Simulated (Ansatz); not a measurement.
Input file:

```
crystal:
  periodic: [false, false, false]
  atoms:
    - {symbol: Cl, position_ang: [-2.198883, 0.330563, -0.379985]}
    - {symbol: C, position_ang: [-0.463809, 0.419203, -0.772490]}
    - {symbol: Ge, position_ang: [0.612070, -0.391004, 0.660306]}
    - {symbol: H, position_ang: [-0.312531, -0.100940, -1.717317]}
    - {symbol: H, position_ang: [-0.209398, 1.469641, -0.906612]}
    - {symbol: H, position_ang: [0.357079, 0.371364, 1.966755]}
    - {symbol: H, position_ang: [0.207443, -1.862423, 0.815885]}
    - {symbol: H, position_ang: [2.100230, -0.293501, 0.277659]}
basis:
  gaussian: {orbitals: def2-TZVPP}
hamiltonian: {xc: pbe0, dispersion: d4}
output: {orbitals: {seedname: orbitals}}
```

Launched as:

```sh
ansatz run in.yaml --threads 2 --pin off --events-out ev --progress --plain --max-ram 4352MiB
```

Geometry: PBE0-D4/def2-TZVP.

All numbers below come from RKS PBE0-D4/def2-TZVPP in Ansatz.

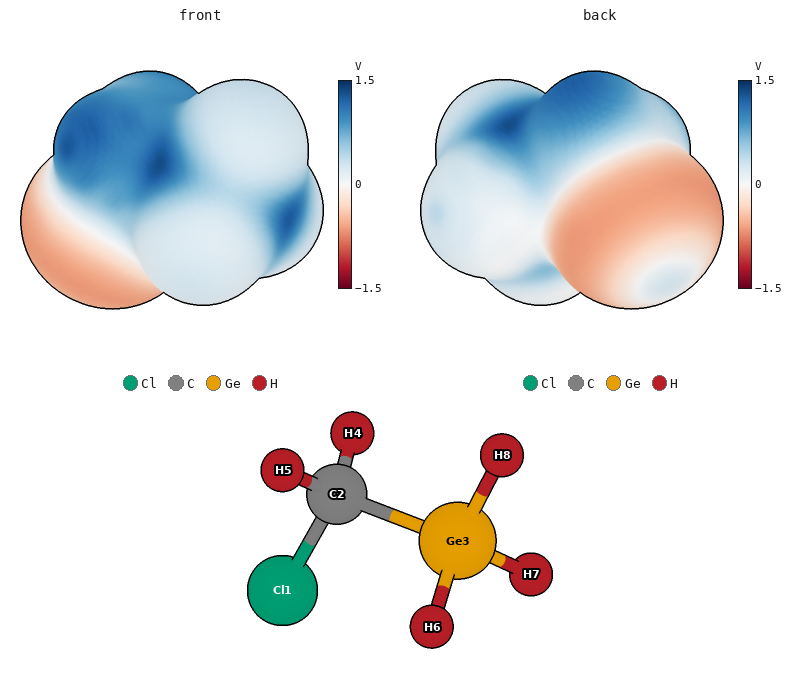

CH$_{5}$ClGe. The electrostatic potential painted on the density surface at 0.002 e/bohr³, seen from the front and from behind; red is negative and blue positive. The bare structure is drawn below in the same view.

Describe the electrostatic potential map.

The most negative region (about −0.6 V, or −14 kcal/mol for a unit charge) lies over Cl1, the most positive (about +1.3 V, or +30 kcal/mol for a unit charge) over Ge3 and H5. Cl1 shows a σ-hole: about +0.2 V at the tip opposite its bond, against about −0.5 V, or −12 kcal/mol for a unit charge on its flanks.
